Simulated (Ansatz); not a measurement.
# AlClF2 (SMILES [F][Al]([F])[Cl]) at 5 levels

We compute a comparison of 5 runs (HSE06/STO-3G, UPBE0/STO-3G, revPBE/STO-3G, MP2/STO-3G, UMP2/STO-3G) of AlClF2. 

The calculation is run with Ansatz 0.2.0.

53 further runs of the same task are left out: 4 that didn't finish, 49 set aside as unsound or not needed.

**1. The system as given**

AlClF2: 4 atoms, total charge 0, spin state singlet. As SMILES, `[F][Al]([F])[Cl]`. The Cl4–Al2 distance was set to 4.122 Å, away from the relaxed value. At this shape a bond of the SMILES string is far longer than usual.

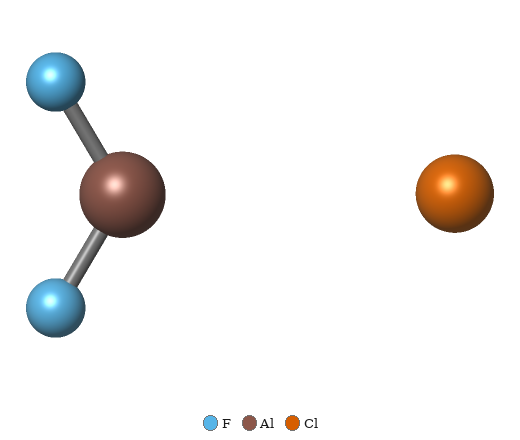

The structure, seen from a chosen angle (fluorine blue, aluminium brown, chlorine orange).

**2. A single-point energy at HSE06/STO-3G (run 1)**

Contents of molecule.yaml:

```yaml
crystal:
  periodic: [false, false, false]
  atoms:
    - {symbol: F, position_ang: [2.406491, -0.311823, 2.241794]}
    - {symbol: Al, position_ang: [1.478571, -1.084333, 1.145724]}
    - {symbol: F, position_ang: [1.682781, -2.687403, 0.927494]}
    - {symbol: Cl, position_ang: [-1.339980, 0.982810, -1.038560]}
basis:
  gaussian:
    orbitals: STO-3G
accuracy: high
hamiltonian:
  xc: hse06
```

On the command line:

```sh
$ ansatz run molecule.yaml --threads 1 --pin off --max-ram 3480MiB --events-out events.jsonl --progress --plain --runs-dir runs
```

Output:

```text
Warning: RAYON_NUM_THREADS=1 ignored (pool sized by the plan → 1); use --threads N
Functional definition: HSE06
  name "HSE06"
  parameter a = 0.25
  parameter omega = 0.11/bohr
  exchange = pbe_x - a*pbe_x_sr(omega) + a*exact_x_sr(omega)
  correlation = pbe_c
473 factors; integrals over basis functions are off by at most 2.8e-8 eV
71 factors; integrals over basis functions are off by at most 1.1e-9 eV
mean field evaluation 1: about -24240.2744 eV, gradient 2.9e1 eV
mean field evaluation 2: about -24130.6334 eV, gradient 3.7e1 eV
mean field evaluation 4: about -24243.6706 eV, gradient 5.1e0 eV
mean field evaluation 8: about -24243.6705 eV, gradient 5.1e0 eV
mean field evaluation 16: about -24245.6710 eV, gradient 1.9e-6 eV
mean field -24245.67100197 eV, -891.0119750164 hartree, gradient 2.6e-8 eV, S^2 0.000000; 2 other end points of the search recorded, 0 dependent functions left out
reference -24245.67100381 eV, -891.0119750839 hartree; 24, 24 occupied and 4, 4 virtual orbitals, 473 factors
Total energy: -24245.67100381 eV, -891.0119750839 hartree
```

Wall time 1.8 s (1 thread of Arm Neoverse V2, shared host); peak memory 0.1 GiB.

**3. The energy at UPBE0/STO-3G (run 2)**

Contents of input.yaml:

```yaml
crystal:
  periodic: [false, false, false]
  atoms:
    - symbol: F
      position_ang: [2.406491, -0.311823, 2.241794]
    - symbol: Al
      position_ang: [1.478571, -1.084333, 1.145724]
    - symbol: F
      position_ang: [1.682781, -2.687403, 0.927494]
    - symbol: Cl
      position_ang: [-1.339980, 0.982810, -1.038560]
basis:
  gaussian:
    orbitals: STO-3G
total_charge: 0
magnetization:
  spin_polarized: true
hamiltonian:
  xc: pbe0
accuracy: high
```

On the command line:

```sh
$ ansatz run input.yaml --threads 1 --pin off --max-ram 3480MiB --events-out events.jsonl --progress --plain --runs-dir runs
```

Output:

```text
Warning: RAYON_NUM_THREADS=1 ignored (pool sized by the plan → 1); use --threads N
Functional definition: PBE0
  name "PBE0"
[... 1 set-up line as earlier in the session ...]
  parameter kappa = 0.804
  parameter beta = 0.06672455060314922
  exchange = (1 - a)*pbe_x(kappa = kappa, mu = beta*pi^2/3) + a*exact_x
  correlation = pbe_c(beta = beta)
473 factors; integrals over basis functions are off by at most 2.8e-8 eV
mean field evaluation 1: about -24240.7374 eV, gradient 2.0e1 eV
mean field evaluation 2: about -24131.6221 eV, gradient 2.5e1 eV
mean field evaluation 4: about -24244.1596 eV, gradient 3.5e0 eV
mean field evaluation 8: about -24244.1595 eV, gradient 3.5e0 eV
mean field evaluation 16: about -24246.1465 eV, gradient 2.1e-6 eV
mean field evaluation 32: about -24246.5723 eV, gradient 1.9e-8 eV
mean field evaluation 64: about -24246.2940 eV, gradient 2.0e0 eV
mean field -24246.57227505 eV, -891.0450961912 hartree, gradient 2.5e-8 eV, S^2 0.572367; 9 other end points of the search recorded, 0 dependent functions left out
reference -24246.57227644 eV, -891.0450962422 hartree; 24, 24 occupied and 4, 4 virtual orbitals, 473 factors
Total energy: -24246.57227644 eV, -891.0450962422 hartree
```

Wall time 7.2 s (1 thread of Arm Neoverse V2, shared host); peak memory 0.16 GiB.

Runs 3 to 4 aren't shown in full; the table further down has their settings and results.

**4. The energy at UMP2/STO-3G (run 5)**

Contents of input.yaml:

```yaml
crystal:
  periodic: [false, false, false]
  atoms:
    - {symbol: F, position_ang: [2.406491, -0.311823, 2.241794]}
    - {symbol: Al, position_ang: [1.478571, -1.084333, 1.145724]}
    - {symbol: F, position_ang: [1.682781, -2.687403, 0.927494]}
    - {symbol: Cl, position_ang: [-1.339980, 0.982810, -1.038560]}
basis:
  gaussian:
    orbitals: STO-3G
magnetization:
  spin_polarized: true
correlation:
  method: mp2
  frozen_orbitals: {Al: 5, Cl: 5, F: 1}
accuracy: high
```

On the command line:

```sh
$ ansatz run input.yaml --threads 1 --pin off --max-ram 3480MiB --events-out events.jsonl --progress --plain --runs-dir runs
```

Output:

```text
Warning: RAYON_NUM_THREADS=1 ignored (pool sized by the plan → 1); use --threads N
Functional definition: HF
  name "HF"
  exchange = exact_x
  correlation = 0
473 factors; integrals over basis functions are off by at most 2.8e-8 eV
mean field evaluation 1: about -24202.7233 eV, gradient 2.0e1 eV
mean field evaluation 2: about -24202.7420 eV, gradient 2.0e1 eV
mean field evaluation 4: about -24206.6781 eV, gradient 7.5e-1 eV
mean field evaluation 8: about -24206.6839 eV, gradient 2.5e-6 eV
mean field evaluation 16: about -24206.6839 eV, gradient 5.6e-5 eV
mean field evaluation 32: about -24208.5042 eV, gradient 1.1e-2 eV
mean field evaluation 64: about -24208.5072 eV, gradient 6.0e-3 eV
mean field evaluation 96: about -24208.5037 eV, gradient 2.5e-3 eV
mean field evaluation 128: about -24208.5079 eV, gradient 1.6e-2 eV
mean field -24208.50837576 eV, -889.6462736927 hartree, gradient 1.4e-8 eV, S^2 1.007613; 12 other end points of the search recorded, 0 dependent functions left out
12 core orbitals not correlated: weight in the atoms' cores, before any rotation towards them, 1.000 or more for the frozen orbitals, at most 0.000 for the correlated occupied ones
reference -24208.50837576 eV, -889.6462736927 hartree; 12, 12 occupied and 4, 4 virtual orbitals, 473 factors
second order -1.35534515 eV of doubles, -0.00000000 eV of singles
Total energy: -24209.86372091 eV, -889.6960817083 hartree
```

It took 1.1 s on 1 thread of Arm Neoverse V2, shared host; peak memory 0.1 GiB.

**5. The series**

```csv
run,level,frozen core orbitals,energy (Eh),wall time
1,HSE06/STO-3G,–,-891.011975,1.8 s
2,UPBE0/STO-3G,–,-891.045096,7.2 s
3,revPBE/STO-3G,–,-891.263662,1.8 s
4,MP2/STO-3G,12,-889.671698,0.36 s
5,UMP2/STO-3G,12,-889.696082,1.1 s
```

**6. What came out**

```
                                           quantity          value
                                run 5: total energy  -889.69608 Eh
run 5: correlation energy (12 core orbitals frozen)      -49.8 mEh
           run 5: ⟨S²⟩ of the reference determinant          1.008
```

Totals of different functionals can't be ranked against each other. In run 4 the log says that unrestricted orbitals would lower the reference, so the values rest on an unstable closed-shell determinant (other closed-shell runs at this shape may share the fault). In runs 1, 2, 3, 4, 5 the basis is minimal, so the values are rough. Spin contamination of the reference: run 5 ⟨S²⟩ = 1.01, run 2 ⟨S²⟩ = 0.57. Where it is this large, the reference is a mixture of spin states, and values that rest on it are in doubt. All runs together took 12 s, the longest 7.2 s.
